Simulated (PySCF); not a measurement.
# BGeH6P: electronic excitations at several levels of theory, part 2 of 2

PySCF 2.14.0. Atoms count from 0. The steps go on from the part before.

### Step 7. TDDFT and polarisability: LC-wPBE/def2-SVPD

What the job is given:

```
{"job": {"kind": "uv", "xc": "LC-wPBE", "basis": "def2-SVPD", "ip": true}, "charge": 0, "multiplicity": 1}
B     -1.889803    -0.461260    -0.280066
P     -0.640783     0.058637     0.984201
Ge     1.332633     0.475597    -0.131301
H     -2.686436    -1.329615    -0.024204
H     -1.984430     0.183910    -1.296724
H     -0.358774    -1.092880     1.764703
H      1.871070    -0.765592    -0.863696
H      2.372110     0.950879     0.897531
H      1.030481     1.595848    -1.136681
```

Method: TDDFT LC-wPBE/def2-SVPD, vertical, gas phase, core orbitals frozen in the response.

Output:

```text
coarse grid: 33840 points
cycle   1  E = -2445.9738239104  dE = -7.116e-01  |g| = 4.408e-01  |ddm| = 2.966e+00
cycle   2  E = -2445.9930400996  dE = -1.922e-02  |g| = 3.979e-01  |ddm| = 5.983e-01
cycle   3  E = -2446.0081952117  dE = -1.516e-02  |g| = 2.900e-02  |ddm| = 2.770e-01
cycle   4  E = -2446.0086799978  dE = -4.848e-04  |g| = 8.609e-03  |ddm| = 1.204e-01
cycle   5  E = -2446.0087218262  dE = -4.183e-05  |g| = 2.101e-03  |ddm| = 2.671e-02
cycle   6  E = -2446.0087260270  dE = -4.201e-06  |g| = 8.677e-04  |ddm| = 7.306e-03
final grid: 68408 points
cycle   7  E = -2446.0086313353  dE = -8.378e-07  |g| = 4.360e-04  |ddm| = 2.915e-03
cycle   8  E = -2446.0086313514  dE = -1.601e-08  |g| = 3.191e-04  |ddm| = 1.156e-03
cycle   9  E = -2446.0086313390  dE =  1.241e-08  |g| = 1.190e-04  |ddm| = 4.720e-04
cycle  10  E = -2446.0086314113  dE = -7.237e-08  |g| = 5.239e-05  |ddm| = 5.812e-04
cycle  11  E = -2446.0086314127  dE = -1.353e-09  |g| = 8.126e-06  |ddm| = 1.180e-04
cycle  12  E = -2446.0086314128  dE = -7.822e-11  |g| = 1.724e-06  |ddm| = 3.313e-05
converged SCF energy = -2446.0086314128

Static polarisability (au): isotropic 75.594, principal 61.925 71.775 93.081

Singlet excitations
state   eV       nm        f      main configurations
  1   4.9300    251.5   0.08871   H->L 0.85
  2   5.8936    210.4   0.07207   H-1->L 0.77
  3   6.2325    198.9   0.02517   H-2->L 0.59, H-3->L 0.26
  4   6.7238    184.4   0.02766   H->L+4 0.37, H->L+1 0.36, H->L+6 0.12
  5   6.8048    182.2   0.07321   H->L+2 0.68
  6   7.4222    167.0   0.03233   H->L+3 0.36, H->L+1 0.29, H->L+4 0.10
  7   7.8421    158.1   0.03667   H-5->L 0.38, H-3->L 0.22, H-2->L 0.18
  8   8.1010    153.0   0.03858   H->L+4 0.31, H->L+5 0.10, H->L+3 0.10
  9   8.3046    149.3   0.01345   H->L+5 0.30, H->L+8 0.14, H->L+6 0.13
 10   8.4266    147.1   0.21044   H-1->L+1 0.20, H-4->L 0.19, H-1->L+4 0.13

Triplet excitations (Tamm-Dancoff, eV): 3.5338 5.1436 5.4632 5.7798
Vertical ionisation energy (delta-SCF) = 9.3237 eV
```

Run time: 30 s. Hardware: 1 thread of Arm Neoverse V1, shared host; peak memory 0.57 GiB.

This run: HOMO -9.84 eV, LUMO 0.35 eV; lowest singlet 4.93 eV.

### Step 8. Excited states and response: PBE0/6-31G*

The job, as its differences from that of step 7:

```diff
@@ -1,2 +1,2 @@
-{"job": {"kind": "uv", "xc": "LC-wPBE", "basis": "def2-SVPD", "ip": true}, "charge": 0, "multiplicity": 1}
+{"job": {"kind": "uv", "xc": "PBE0", "basis": "6-31G*"}, "charge": 0, "multiplicity": 1}
 B     -1.889803    -0.461260    -0.280066
```

With the program's defaults for keys left out, this is: TDDFT PBE0/6-31G*, vertical, gas phase, core orbitals frozen in the response.

Output:

```text
coarse grid: 33840 points
cycle   1  E = -2446.0276640004  dE = -6.710e-01  |g| = 3.616e-01  |ddm| = 2.567e+00
cycle   2  E = -2446.0244736204  dE =  3.190e-03  |g| = 4.064e-01  |ddm| = 6.063e-01
cycle   3  E = -2446.0476962468  dE = -2.322e-02  |g| = 1.522e-02  |ddm| = 3.367e-01
cycle   4  E = -2446.0477380543  dE = -4.181e-05  |g| = 1.037e-02  |ddm| = 3.507e-02
cycle   5  E = -2446.0477787347  dE = -4.068e-05  |g| = 2.079e-03  |ddm| = 1.741e-02
cycle   6  E = -2446.0477804760  dE = -1.741e-06  |g| = 5.186e-04  |ddm| = 3.540e-03
final grid: 68408 points
cycle   7  E = -2446.0477615194  dE =  4.400e-09  |g| = 5.898e-04  |ddm| = 1.829e-03
cycle   8  E = -2446.0477614667  dE =  5.271e-08  |g| = 7.124e-04  |ddm| = 1.746e-03
cycle   9  E = -2446.0477616425  dE = -1.758e-07  |g| = 5.324e-05  |ddm| = 9.577e-04
cycle  10  E = -2446.0477616436  dE = -1.140e-09  |g| = 8.504e-06  |ddm| = 8.874e-05
cycle  11  E = -2446.0477616437  dE = -1.137e-11  |g| = 1.477e-06  |ddm| = 8.127e-06
converged SCF energy = -2446.0477616437

Static polarisability (au): isotropic 65.247, principal 48.437 62.894 84.409

Singlet excitations
state   eV       nm        f      main configurations
  1   4.8442    255.9   0.08625   H->L 0.92
  2   5.7831    214.4   0.07606   H-1->L 0.90
  3   6.2231    199.2   0.01391   H-2->L 0.84, H-3->L 0.09
  4   6.4929    191.0   0.07369   H->L+1 0.93
  5   6.8995    179.7   0.01455   H->L+2 0.94
  6   7.1458    173.5   0.00883   H-3->L 0.80, H-2->L 0.10
  7   7.4683    166.0   0.01468   H-4->L 0.93
  8   7.5100    165.1   0.02311   H->L+3 0.91
  9   7.9116    156.7   0.01657   H-5->L 0.44, H->L+4 0.41
 10   7.9595    155.8   0.00499   H-5->L 0.45, H->L+4 0.29, H-1->L+1 0.21

Triplet excitations (Tamm-Dancoff, eV): 3.4337 5.0896 5.5326 5.7235
```

Wall time 5.6 s (1 thread of Arm Neoverse V1, shared host); peak memory 0.41 GiB.

Key values: HOMO -7.20 eV, LUMO -1.50 eV; lowest singlet 4.84 eV.

### Step 9. TDDFT and polarisability: PBE0/def2-SVP

The job, as its differences from that of step 8:

```diff
@@ -1,2 +1,2 @@
-{"job": {"kind": "uv", "xc": "PBE0", "basis": "6-31G*"}, "charge": 0, "multiplicity": 1}
+{"job": {"kind": "uv", "xc": "PBE0", "basis": "def2-SVP"}, "charge": 0, "multiplicity": 1}
 B     -1.889803    -0.461260    -0.280066
```

Method: TDDFT PBE0/def2-SVP, vertical, gas phase, core orbitals frozen in the response.

Output:

```text
coarse grid: 33840 points
cycle   1  E = -2445.9480390510  dE = -6.939e-01  |g| = 3.634e-01  |ddm| = 2.741e+00
cycle   2  E = -2445.9436455241  dE =  4.394e-03  |g| = 4.069e-01  |ddm| = 6.170e-01
cycle   3  E = -2445.9685679788  dE = -2.492e-02  |g| = 1.792e-02  |ddm| = 3.405e-01
cycle   4  E = -2445.9686304859  dE = -6.251e-05  |g| = 1.225e-02  |ddm| = 3.989e-02
cycle   5  E = -2445.9686865423  dE = -5.606e-05  |g| = 2.078e-03  |ddm| = 1.884e-02
cycle   6  E = -2445.9686883326  dE = -1.790e-06  |g| = 5.409e-04  |ddm| = 3.752e-03
final grid: 68408 points
cycle   7  E = -2445.9686693580  dE = -2.531e-09  |g| = 5.966e-04  |ddm| = 1.769e-03
cycle   8  E = -2445.9686693054  dE =  5.254e-08  |g| = 7.307e-04  |ddm| = 1.748e-03
cycle   9  E = -2445.9686694892  dE = -1.837e-07  |g| = 6.209e-05  |ddm| = 9.417e-04
cycle  10  E = -2445.9686694906  dE = -1.383e-09  |g| = 1.075e-05  |ddm| = 9.509e-05
cycle  11  E = -2445.9686694906  dE = -3.502e-11  |g| = 1.634e-06  |ddm| = 1.228e-05
converged SCF energy = -2445.9686694906

Static polarisability (au): isotropic 68.285, principal 51.937 64.824 88.093

Singlet excitations
state   eV       nm        f      main configurations
  1   4.7436    261.4   0.08577   H->L 0.92
  2   5.6563    219.2   0.07136   H-1->L 0.90
  3   6.0985    203.3   0.02155   H-2->L 0.84, H-3->L 0.10
  4   6.6871    185.4   0.01932   H->L+1 0.66, H->L+2 0.31
  5   6.7474    183.8   0.03072   H->L+2 0.63, H->L+1 0.27
  6   6.9697    177.9   0.00607   H-3->L 0.80, H-2->L 0.10
  7   7.2904    170.1   0.02233   H-4->L 0.95
  8   7.4130    167.3   0.01892   H->L+3 0.94
  9   7.6639    161.8   0.01361   H->L+4 0.76, H-5->L 0.12
 10   7.7868    159.2   0.02423   H-5->L 0.77, H->L+4 0.11

Triplet excitations (Tamm-Dancoff, eV): 3.3414 4.9722 5.4004 5.8637
```

It took 6.9 s on 1 thread of Arm Neoverse V1, shared host; peak memory 0.46 GiB.

In short: HOMO -7.30 eV, LUMO -1.71 eV; lowest singlet 4.74 eV.

### Step 10. TDDFT and polarisability: PBE0/def2-TZVP

The job, as its differences from that of step 9:

```diff
@@ -1,2 +1,2 @@
-{"job": {"kind": "uv", "xc": "PBE0", "basis": "def2-SVP"}, "charge": 0, "multiplicity": 1}
+{"job": {"kind": "uv", "xc": "PBE0", "basis": "def2-TZVP"}, "charge": 0, "multiplicity": 1}
 B     -1.889803    -0.461260    -0.280066
```

Level: TDDFT PBE0/def2-TZVP, vertical, gas phase, core orbitals frozen in the response.

Output:

```text
coarse grid: 33840 points
cycle   1  E = -2446.3380120554  dE = -6.607e-01  |g| = 6.459e-01  |ddm| = 2.118e+00
cycle   2  E = -2446.3216398044  dE =  1.637e-02  |g| = 7.608e-01  |ddm| = 6.183e-01
cycle   3  E = -2446.3757198088  dE = -5.408e-02  |g| = 2.883e-02  |ddm| = 3.630e-01
cycle   4  E = -2446.3758696953  dE = -1.499e-04  |g| = 1.728e-02  |ddm| = 4.008e-02
cycle   5  E = -2446.3759743666  dE = -1.047e-04  |g| = 4.105e-03  |ddm| = 1.859e-02
cycle   6  E = -2446.3759790704  dE = -4.704e-06  |g| = 1.188e-03  |ddm| = 4.261e-03
final grid: 68408 points
cycle   7  E = -2446.3759690992  dE =  1.895e-07  |g| = 1.487e-03  |ddm| = 2.882e-03
cycle   8  E = -2446.3759685963  dE =  5.030e-07  |g| = 1.997e-03  |ddm| = 2.933e-03
cycle   9  E = -2446.3759698209  dE = -1.225e-06  |g| = 1.351e-04  |ddm| = 1.657e-03
cycle  10  E = -2446.3759698265  dE = -5.625e-09  |g| = 2.275e-05  |ddm| = 1.280e-04
cycle  11  E = -2446.3759698266  dE = -1.246e-10  |g| = 3.721e-06  |ddm| = 1.737e-05
converged SCF energy = -2446.3759698266

Static polarisability (au): isotropic 75.921, principal 60.429 71.919 95.416

Singlet excitations
state   eV       nm        f      main configurations
  1   4.6432    267.0   0.08226   H->L 0.92
  2   5.5480    223.5   0.06824   H-1->L 0.91
  3   6.0330    205.5   0.01538   H-2->L 0.84, H-3->L 0.11
  4   6.4005    193.7   0.04724   H->L+1 0.55, H->L+2 0.40
  5   6.4584    192.0   0.03044   H->L+2 0.50, H->L+1 0.39
  6   6.8714    180.4   0.00579   H-3->L 0.72, H-2->L 0.10
  7   6.9333    178.8   0.01680   H->L+3 0.83
  8   7.1970    172.3   0.02346   H-4->L 0.95
  9   7.4293    166.9   0.03489   H->L+4 0.86
 10   7.6685    161.7   0.01039   H-5->L 0.86

Triplet excitations (Tamm-Dancoff, eV): 3.2704 4.8787 5.3484 5.5570
```

Wall time 14 s (1 thread of Arm Neoverse V1, shared host); peak memory 0.72 GiB.

This run: HOMO -7.34 eV, LUMO -1.82 eV; lowest singlet 4.64 eV.

### Step 11. Ultraviolet spectrum: PBE0/aug-cc-pVDZ

The job, as its differences from that of step 10:

```diff
@@ -1,2 +1,2 @@
-{"job": {"kind": "uv", "xc": "PBE0", "basis": "def2-TZVP"}, "charge": 0, "multiplicity": 1}
+{"job": {"kind": "uv", "xc": "PBE0", "basis": "aug-cc-pVDZ"}, "charge": 0, "multiplicity": 1}
 B     -1.889803    -0.461260    -0.280066
```

Level: TDDFT PBE0/aug-cc-pVDZ, vertical, gas phase, core orbitals frozen in the response.

Output:

```text
coarse grid: 33840 points
cycle   1  E = -2446.3142632610  dE = -6.360e-01  |g| = 2.124e-01  |ddm| = 6.376e+00
cycle   2  E = -2446.3143593083  dE = -9.605e-05  |g| = 2.002e-01  |ddm| = 1.347e+00
cycle   3  E = -2446.3281173917  dE = -1.376e-02  |g| = 3.012e-02  |ddm| = 6.254e-01
cycle   4  E = -2446.3284379340  dE = -3.205e-04  |g| = 1.193e-02  |ddm| = 1.002e-01
cycle   5  E = -2446.3284869618  dE = -4.903e-05  |g| = 3.036e-03  |ddm| = 3.554e-02
cycle   6  E = -2446.3284908052  dE = -3.843e-06  |g| = 4.161e-04  |ddm| = 8.625e-03
final grid: 68408 points
cycle   7  E = -2446.3284719029  dE = -4.626e-08  |g| = 3.959e-04  |ddm| = 7.148e-03
cycle   8  E = -2446.3284718805  dE =  2.240e-08  |g| = 4.602e-04  |ddm| = 2.089e-03
cycle   9  E = -2446.3284719649  dE = -8.445e-08  |g| = 5.093e-05  |ddm| = 1.126e-03
cycle  10  E = -2446.3284719659  dE = -9.541e-10  |g| = 9.214e-06  |ddm| = 1.322e-04
converged SCF energy = -2446.3284719659

Static polarisability (au): isotropic 79.508, principal 64.763 75.196 98.564

Singlet excitations
state   eV       nm        f      main configurations
  1   4.6365    267.4   0.08225   H->L 0.93
  2   5.5598    223.0   0.06836   H-1->L 0.91
  3   6.0229    205.9   0.02384   H-2->L 0.63, H->L+2 0.20
  4   6.0586    204.6   0.02064   H->L+1 0.55, H->L+2 0.22, H-2->L 0.17
  5   6.1667    201.1   0.05591   H->L+2 0.52, H->L+1 0.35
  6   6.5996    187.9   0.02347   H->L+3 0.77
  7   6.8739    180.4   0.00642   H-3->L 0.80, H-2->L 0.11
  8   6.9368    178.7   0.05494   H->L+4 0.86
  9   7.0816    175.1   0.00572   H->L+5 0.74, H->L+6 0.11
 10   7.1876    172.5   0.03208   H-4->L 0.91

Triplet excitations (Tamm-Dancoff, eV): 3.3061 4.9048 5.3547 5.5087
```

Run time: 13 s. Hardware: 1 thread of Arm Neoverse V1, shared host; peak memory 0.63 GiB.

This run: HOMO -7.33 eV, LUMO -1.82 eV; lowest singlet 4.64 eV.

### Step 12. Run by run: electronic excitations

Excitations and ground-state properties, with basis size and wall time:

```tsv
run	lowest singlet (eV)	brightest (eV)	f	gap (eV)	α (Å³)	μ (D)	functions	time
B3LYP/def2-SVPD	4.58	4.58	0.082	5.12	11.70	1.05	130	29 s
PBE0/def2-SVPD	4.66	4.66	0.082	5.52	11.59	1.09	130	29 s
BHandHLYP/def2-SVPD	4.88	4.88	0.094	7.36	11.30	0.99	130	20 s
CAM-B3LYP/def2-SVPD	4.74	4.74	0.088	7.79	11.51	1.04	130	34 s
wB97X-D/def2-SVPD	4.81	7.93	0.098	9.10	11.49	1.07	130	22 s
LC-wPBE/def2-SVPD	4.93	8.43	0.210	10.18	11.20	1.06	130	30 s
PBE0/6-31G*	4.84	4.84	0.086	5.70	9.67	1.16	76	5.6 s
PBE0/def2-SVP	4.74	4.74	0.086	5.59	10.12	1.15	94	6.9 s
PBE0/def2-TZVP	4.64	4.64	0.082	5.52	11.25	1.08	152	14 s
PBE0/aug-cc-pVDZ	4.64	4.64	0.082	5.51	11.78	1.10	140	13 s
```

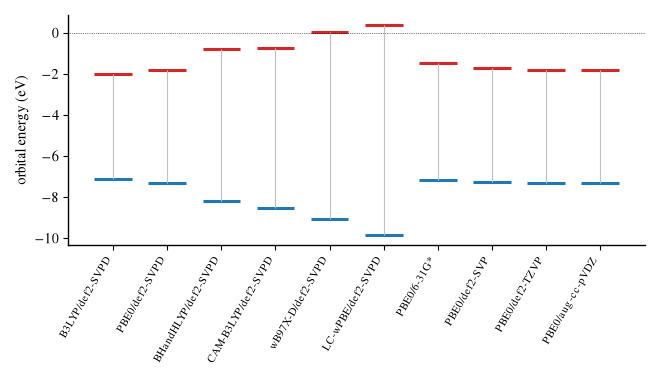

HOMO (blue) and LUMO (red) run by run.

### Step 13. Outcome

This closing draws on all 2 parts.

```
                         quantity                        value
 lowest singlet (B3LYP/def2-SVPD)  4.58 eV (271 nm), f = 0.082
                   lowest triplet                      3.32 eV
vertical ionisation energy (ΔSCF)                      9.32 eV
vertical electron affinity (ΔSCF)                      0.17 eV
      range of the lowest singlet              4.58 to 4.93 eV
```

What this shows: Single values in the summary come from the first sound run of each kind (B3LYP/def2-SVPD), which need not be the best level. The lowest singlet, at 4.58 eV, is HOMO→LUMO 0.93 and is bright. The lowest triplet lies 1.26 eV below the lowest singlet (triplets in Tamm-Dancoff, singlets in full TDDFT). ΔSCF puts the ionisation energy at 9.32 eV, 2.20 eV above −ε(HOMO). The lowest singlet runs from 4.58 eV (B3LYP/def2-SVPD) to 4.93 eV (LC-wPBE/def2-SVPD), while the orbital gap spans 5.12 to 10.18 eV. The lowest state need not be the same one in every run. The runs solved for a few states only, so the brightest column depends on that window.
